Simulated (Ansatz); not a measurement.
## Debugging a many-body input for SrWO4 (I4_1/a)

Aim: the G0W0 gap of SrWO4 (I4_1/a). The first input has a fault.

Program: Ansatz 0.2.0. Level of theory: G0W0 on LDA, plane waves, PAW. Results are calculated unless marked as measured.

## 1. Set-up

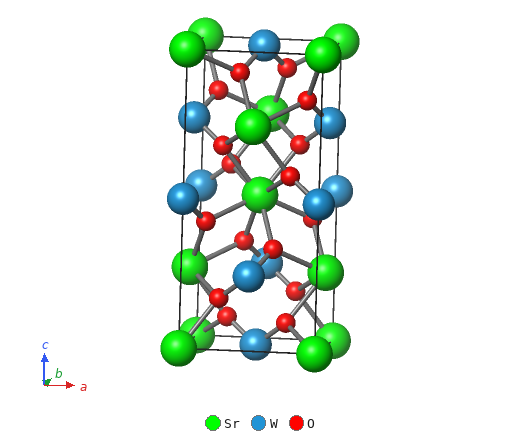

Start, viewed slightly off an axis; strontium green, tungsten blue, oxygen red. This picture shows the conventional cell, with its axes. Some periodic images of atoms are drawn too.

The cell and positions are those that the Materials Project relaxed with its own functionals (PBE, PBE+U or r2SCAN), kept fixed. Spin-orbit coupling is left out unless a step names it. The default PAW set here is soft_2. Its files were made with PBE.

## 2. First try

input.yaml

```yaml
crystal:
  lattice:
    - [-2.7201121709, 2.7201121709, 5.9699255756]
    - [2.7201121709, -2.7201121709, 5.9699255756]
    - [2.7201121709, 2.7201121709, -5.9699255756]
  atoms:
    - { symbol: Sr, position: [0.75, 0.25, 0.5] }
    - { symbol: Sr, position: [0.0, 0.0, 0.0] }
    - { symbol: W, position: [0.25, 0.75, 0.5] }
    - { symbol: W, position: [0.5, 0.5, 0.0] }
    - { symbol: O, position: [0.44084291, 0.81857378, 0.09339807] }
    - { symbol: O, position: [0.56857378, 0.97517571, 0.87773087] }
    - { symbol: O, position: [0.09744484, 0.69084291, 0.12226913] }
    - { symbol: O, position: [0.72517571, 0.34744484, 0.90660193] }
    - { symbol: O, position: [0.02482429, 0.90255516, 0.59339807] }
    - { symbol: O, position: [0.65255516, 0.55915709, 0.37773087] }
    - { symbol: O, position: [0.18142622, 0.27482429, 0.62226913] }
    - { symbol: O, position: [0.30915709, 0.43142622, 0.40660193] }
kpoints:
  mp_grid: { grid: [4, 4, 4] }
hamiltonian:
  xc: lda
scf:
  occupations: { method: fixed }
gw:
  n_empty_bands: 287
  ecut_chi: 10
  qp_bands: [v4, c4]
  qp_kpoints: band_edges
  screening: { model: contour_deformation }
```

Run with:

```sh
ansatz run input.yaml --threads 3 --pin off --max-ram 92160MiB --backend cuda --events-out ev --progress --plain --runs-dir out --devices 1 --max-vram 13GiB
```

Numbers of over 12 decimals in the logs are rounded to 6 here.

Log:

```text
GPUs: using 1 of 1 available (devices: 1).
Engine: ansatz 0.2.0, x86_64-unknown-linux-gnu
Pseudopotentials: kind: paw
Pseudopotential: Sr, paw, valence charge 10, recommended cutoff 420 eV (normal), Sr.paw.azcp
Pseudopotential: W, paw, valence charge 14, recommended cutoff 420 eV (normal), W.paw.azcp
Pseudopotential: O, paw, valence charge 6, recommended cutoff 420 eV (normal), O.paw.azcp
Functional definition: SPW92
  exchange = slater_x
  correlation = pw_c
device memory: the entry about to start is reckoned to put 4.2 GiB on a device that reports 45.8 GiB free (of which the cap on the GPU budget leaves the run 13.0 GiB)
GPU FFT provider: cuFFT
GPU libraries: cuBLAS 13.8.2, cuFFT 12.4.0, cuSOLVER 12.3.4
Crystal: 12 atoms, lattice volume = 176.686 Å³
Basis set: ecut = 420 eV, 3435 PW (Γ)
Bands: 60, of which v1, the nominal top of the filled ones, is band 48 counted from 1 (47 counted from 0)
Symmetry: 8 space group operations
Space group: I41/a (ITA 88), of the structure as read, at distance tolerance 5.6e-5 Å
k-points: 14 of 64
Non-local potential: Sr, projectors of the file, l = 0: 3, l = 1: 2, l = 2: 2
Non-local potential: W, projectors of the file, l = 0: 3, l = 1: 2, l = 2: 2, l = 3: 1
Non-local potential: O, projectors of the file, l = 0: 2, l = 1: 2, l = 2: 1
PAW form: soft (Blöchl's): semilocal exchange-correlation on the pseudo side does not see the compensation charge
PAW frozen core: Sr, regenerated for the run's functional, and the local potential with it (the file was generated under x = pbe(κ = 0.804, μ = 0.219515), c = pbe(β = 0.066725))
PAW frozen core: W, regenerated for the run's functional, and the local potential with it (the file was generated under x = pbe(κ = 0.804, μ = 0.219515), c = pbe(β = 0.066725))
PAW frozen core: O, regenerated for the run's functional, and the local potential with it (the file was generated under x = pbe(κ = 0.804, μ = 0.219515), c = pbe(β = 0.066725))
PAW one-centre angular grid: Sr, 110 points (default); XC on 64 Gauss nodes
PAW one-centre angular grid: W, 590 points (default); XC on 64 Gauss nodes
PAW one-centre angular grid: O, 110 points (default); XC on 64 Gauss nodes
Initial density: superposition of atomic densities (neutral atoms: chi_scale 0, normalization atom), corrected by the library's trained network
Initial wavefunctions: pseudopotential atomic-orbital guess
GPU buffer pool allocated for 110592 grid points (all kernels)
GPU transforms: local potential and band sums: pruned to the plane-wave sphere, on 48×48×48
Functional: x = slater, c = lda
SCF iter   1: F=—  HF=-31602.612229 eV  |F-HF|=—  |Δ(HF+E_count)|=         —  Δρ=1.77e-2  dr2=5.36e-1  ethr=1.77e-3  ⟨swp⟩=5.1  Hψ=3290  notcnv=0  defer=128
preconditioner: auto → Resta (q_TF=auto, 2.465 Å⁻¹)  ε∞=4.6  [insulator: Δε(μ)=4.120 eV  Ē_g=12.833 eV  n_scr=36 (ndim 8)  ℏωp=24.4 eV  f_vac=0.051  ε∞_Penn≈4.6]
SCF iter   2: F=—  HF=-31602.512484 eV  |F-HF|=—  |Δ(HF+E_count)|=   9.97e-2  Δρ=7.43e-3  dr2=9.36e-2  ethr=5.58e-4  ⟨swp⟩=2.1  Hψ=1401  notcnv=0  defer=123
SCF iter   3: F=—  HF=-31602.494425 eV  |F-HF|=—  |Δ(HF+E_count)|=   1.81e-2  Δρ=2.39e-3  dr2=9.07e-3  ethr=9.75e-5  ⟨swp⟩=2.1  Hψ=1122  notcnv=0  defer=140
SCF iter   4: F=—  HF=-31602.491923 eV  |F-HF|=—  |Δ(HF+E_count)|=   2.50e-3  Δρ=4.03e-4  dr2=3.04e-4  ethr=9.45e-6  ⟨swp⟩=3.0  Hψ=1120  notcnv=0  defer=140
SCF iter   5: F=—  HF=-31602.491919 eV  |F-HF|=—  |Δ(HF+E_count)|=   4.61e-6  Δρ=7.94e-5  dr2=1.53e-5  ethr=3.17e-7  ⟨swp⟩=2.1  Hψ=1034  notcnv=0  defer=140
SCF iter   6: F=—  HF=-31602.491921 eV  |F-HF|=—  |Δ(HF+E_count)|=   2.50e-6  Δρ=2.35e-5  dr2=1.13e-6  ethr=1.60e-8  ⟨swp⟩=2.5  Hψ=1374  notcnv=0  defer=116
SCF iter   7: F=-31602.491921 eV  HF=-31602.491921 eV  |F-HF|=7.30e-9  |Δ(HF+E_count)|=   8.92e-8  Δρ=4.82e-6  dr2=5.22e-8  ethr=1.04e-10  ⟨swp⟩=13.1  Hψ=4034  notcnv=0
SCF 1 converged in 7 iterations: F = -31602.491921 eV  dr2 = 5.22e-8
[...]
device memory: the entry about to start is reckoned to put 5.3 GiB (of the 5.4 GiB reckoned in all, the device holds 0.1 GiB already) on a device that reports 48.7 GiB free (of which the cap on the GPU budget leaves the run 12.9 GiB)
NSCF: frozen V_eff on 14 k-points
[...]
device memory: the entry about to start is reckoned to put 4.6 GiB on a device that reports 48.2 GiB free (of which the cap on the GPU budget leaves the run 13.0 GiB)
NSCF: frozen V_eff on 14 k-points
G₀W₀ screening: q 1/14
[... further progress lines ...]
device memory: the entry about to start is reckoned to put 1.3 GiB on a device that reports 34.9 GiB free (of which the cap on the GPU budget leaves the run 13.0 GiB)
NSCF: frozen V_eff on 1 k-points
device memory: the entry about to start is reckoned to put 1.2 GiB on a device that reports 34.8 GiB free (of which the cap on the GPU budget leaves the run 13.0 GiB)
NSCF: frozen V_eff on 1 k-points
SCF converged after 7 iterations
Free energy (F): -31602.491921 eV
Harris-Foulkes:  -31602.491921 eV  (|F-HF|=7.30e-9)
Internal energy: -31602.491921 eV  (E = F + TS)
E sigma→0 (E₀):  -31602.491921 eV
Fermi energy:    6.167227 eV
--- Per-component energies (eV) ---
  E_band       = -797.058169
  E_kinetic    = 2770.744106
  E_local      = -6775.917119  (includes V_loc(G=0)·N_el)
  E_nonlocal   = 822.100726
  E_hartree    = 2281.418010
  E_xc         = -1446.636570
  E_vxc        = -1538.498149  (∫ρ·V_xc dr)
  E_paw        = -22988.220614  (= ΣΔE_a)
  E_vpaw       = -638.345415  (= ΣTr[D̂ρ^β])
  E_aug_tail   = 0.019861  (compensation charges beyond the density's cutoff)
  E_ewald      = -6267.930270
  E_core_change = 1.929949  (= ΣΔE_core)
  E_smearing   = -0.000000  (= −TS)
  E_closure    = 0.000000  (closes the sum)
  Σ components = -31602.491921   (vs F -31602.491921, Δ=0.00e0)
--- Band table (eV; the first three rows and the last of 14) ---
  k-point 0: bands = [... 44 lower, 5.4406, 5.8559, 6.1672, 6.1672, 10.5025, 10.8718, 11.1029, 11.1868, ... 8 higher]
  k-point 1: bands = [... 44 lower, 5.7306, 5.7515, 5.7754, 6.0366, 10.6754, 10.9713, 11.0047, 11.2848, ... 8 higher]
  k-point 2: bands = [... 44 lower, 5.7384, 5.7384, 5.7937, 5.7937, 10.7190, 10.7190, 11.1987, 11.1987, ... 8 higher]
  k-point 13: bands = [... 44 lower, 5.8252, 5.8252, 6.0866, 6.0866, 10.6081, 10.6081, 10.8963, 10.8963, ... 8 higher]
--- G₀W₀: contour deformation, 6 samples at zero and on the imaginary axis and 0 off it, 64 q-points, 287 empty bands' worth ---
  eigenvalues of the whole cell's RPA ε∞ on this k-mesh (on a slab, of 1 + 4πα/V) = 3.8690, 3.8690, 4.1028; static W/v taken at q = 0 is 0.254168
  bands read: the sum over 335 bands ends inside a degenerate multiplet in 3 slots, whose members it reads at an even weight; the widest, k=2: bands 335 to 336 (counted from 1) at 1/2 each
  gw.qp_kpoints: band_edges: 14 of 14 stored k-points solved, in 1 pass; an edge of the gap read off the rows below is read off those points alone
    ik  band        ε_KS         Σx   Σc(E_QP)       V_xc       Z   E_QP_lin       E_QP  E_QP is
     0    45      5.4406   -25.1477     3.7251   -20.2208  0.8271     4.2208     4.2388  root
     0    46      5.8559   -25.3955     3.6188   -20.4698  0.8298     4.5289     4.5491  root
     0    47      6.1672   -25.7519     3.6296   -20.8418  0.8314     4.8679     4.8867  root
     0    48      6.1672   -25.7519     3.6296   -20.8418  0.8314     4.8679     4.8867  root
     0    49     10.5025   -14.9513    -3.5859   -20.8230  0.8426    12.8471    12.7884  root
     0    50     10.8718   -15.3188    -3.5528   -21.1376  0.8419    13.1966    13.1378  root
     0    51     11.1029   -15.3338    -3.6199   -21.0448  0.8374    13.2469    13.1940  root
     0    52     11.1868   -16.1885    -3.5382   -21.9705  0.8388    13.4911    13.4306  root
     1    45      5.7306   -25.2498     3.6595   -20.2856  0.8286     4.4052     4.4259  root
     1    46      5.7515   -25.5000     3.6679   -20.5696  0.8296     4.4700     4.4890  root
     1    47      5.7754   -25.2992     3.6739   -20.3136  0.8287     4.4429     4.4638  root
     1    48      6.0366   -25.5767     3.6461   -20.6397  0.8302     4.7262     4.7457  root
     1    49     10.6754   -15.3402    -3.5562   -21.1306  0.8410    12.9668    12.9096  root
     1    50     10.9713   -16.0314    -3.5538   -21.7834  0.8381    13.2276    13.1695  root
[...]
13    48      6.0866   -25.6787     3.6464   -20.7629  0.8310     4.7985     4.8172  root
    13    49     10.6081   -14.5090    -3.5673   -20.2813  0.8433    12.8668    12.8132  root
    13    50     10.6081   -14.5090    -3.5673   -20.2813  0.8433    12.8668    12.8132  root
    13    51     10.8963   -15.5232    -3.5330   -21.3128  0.8416    13.2110    13.1529  root
    13    52     10.8963   -15.5232    -3.5330   -21.3128  0.8416    13.2110    13.1529  root
```

Wall time 49 s (1 × NVIDIA H100 80GB HBM3 (shared by 6 runs) with 3 threads of AMD EPYC 7R13 (Zen 3), shared host); peak memory 1.4 GiB.

**What went wrong?**

The run ended normally, though the input holds a fault or crude settings.

The fault: screening cutoff of 10 eV. Nearly all local fields and short-range correlation are left out.

It printed a gap of 7.90 eV, which is an artefact of the settings.

## 3. A better input

Now the one-shot GW correction: screening in the RPA, then the self-energy of the levels asked for.

Edit input.yaml of step 2 so:

```diff
@@ -25,4 +25,4 @@
 gw:
-  n_empty_bands: 287
-  ecut_chi: 10
+  n_empty_bands: 450
+  ecut_chi: 108
   qp_bands: [v4, c4]
```

Log:

```text
GPUs: using 1 of 1 available (devices: 1).
[...]
GPU FFT provider: cuFFT
GPU libraries: cuBLAS 13.8.2, cuFFT 12.4.0, cuSOLVER 12.3.4
Crystal: 12 atoms, lattice volume = 176.686 Å³
Basis set: ecut = 420 eV, 3435 PW (Γ)
Bands: 60, of which v1, the nominal top of the filled ones, is band 48 counted from 1 (47 counted from 0)
[... 1 set-up line as in the run before ...]
[...]
k-points: 14 of 64
[...]
GPU buffer pool allocated for 110592 grid points (all kernels)
[...]
SCF iter   1: F=—  HF=-31602.612229 eV  |F-HF|=—  |Δ(HF+E_count)|=         —  Δρ=1.77e-2  dr2=5.36e-1  ethr=1.77e-3  ⟨swp⟩=5.1  Hψ=3290  notcnv=0  defer=128
[...]
SCF iter   7: F=-31602.491921 eV  HF=-31602.491921 eV  |F-HF|=7.30e-9  |Δ(HF+E_count)|=   8.92e-8  Δρ=4.82e-6  dr2=5.22e-8  ethr=1.04e-10  ⟨swp⟩=13.1  Hψ=4034  notcnv=0
SCF 1 converged in 7 iterations: F = -31602.491921 eV  dr2 = 5.22e-8
[...]
0    45      5.4406   -25.1477     4.2882   -20.2208  0.7536     4.7962     4.8020  root
     0    46      5.8559   -25.3955     4.3334   -20.4698  0.7531     5.2590     5.2637  root
     0    47      6.1672   -25.7519     4.3420   -20.8418  0.7532     5.5950     5.5991  root
     0    48      6.1672   -25.7519     4.3420   -20.8418  0.7532     5.5950     5.5991  root
     0    49     10.5025   -14.9513    -4.2003   -20.8230  0.8011    12.2031    12.1738  root
     0    50     10.8718   -15.3188    -4.1320   -21.1376  0.7995    12.5887    12.5585  root
     0    51     11.1029   -15.3338    -4.0168   -21.0448  0.7912    12.8297    12.7971  root
     0    52     11.1868   -16.1885    -4.0252   -21.9705  0.7919    12.9783    12.9437  root
[...]
13    49     10.6081   -14.5090    -4.1283   -20.2813  0.8030    12.2798    12.2520  root
    13    50     10.6081   -14.5090    -4.1283   -20.2813  0.8030    12.2798    12.2520  root
    13    51     10.8963   -15.5232    -4.0816   -21.3128  0.7980    12.6353    12.6043  root
    13    52     10.8963   -15.5232    -4.0816   -21.3128  0.7980    12.6353    12.6043  root
[key lines of the parts left out:]
SCF converged after 7 iterations
Free energy (F): -31602.491921 eV
Fermi energy:    6.167227 eV
```

Elapsed: 71 s, on 1 × NVIDIA H100 80GB HBM3 (shared by 6 runs) with 3 threads; peak memory 1.8 GiB; 2 min of CPU time.

Numbers from this step:

```yaml
bands_summed: 498
rpa_eps_infinity_on_this_mesh_eigenvalues: 3.461, 3.461, 3.520
plane_waves_in_the_screening_matrix: 439
q_points_in_the_mesh: 64
g0w0_gap_on_the_mesh: 6.575 eV
k_of_the_valence_top: 0, 0, 0
k_of_the_conduction_bottom: 0, 0, 0
starting_gap_on_the_mesh: 4.335 eV
z_at_the_valence_top: 0.7532
z_at_the_conduction_bottom: 0.8011
least_direct_g0w0_gap_on_the_computed_points: 6.575 eV
```

The gap on the mesh goes from 4.34 eV to 6.57 eV, a correction of +2.24 eV. Between the two edge states, bare exchange in place of the xc potential would open the gap by 10.78 eV, and correlation takes back 8.54 eV.

## 4. What came out

* first try: converged after 49 s
* better run: G0W0 gap on the mesh 6.57 eV (4×4×4 mesh, 450 empty bands, screening to 108 eV)

In words: The second run differs in: empty bands and screening cutoff (eV). Bands and cutoff are finite, so the gap is not at the basis limit. The miss can reach some tenths of an eV and take either sign; the mesh is an error of its own. The many-body steps are scalar-relativistic: spin-orbit coupling is not in them.

[Paths, hosts, dates, memory and timing lines, banners, echoed tables and standing remarks are left out of the program output.]

[Logs are printed without paths, hosts, clocks, repeated set-up lines and the standing remarks that a program may print on its own settings, such as how far it seeks lower states.]

[Runs of the session that timed out or met a known fault of the program may be left out.]

[Cells called generated may have been cut or substituted from an entry of the Crystallography Open Database or the Materials Project.]

[Hosts, paths, dates, database ids (printed as entryN), source tags and the programs' standing remarks are cut or masked in the printed files.]
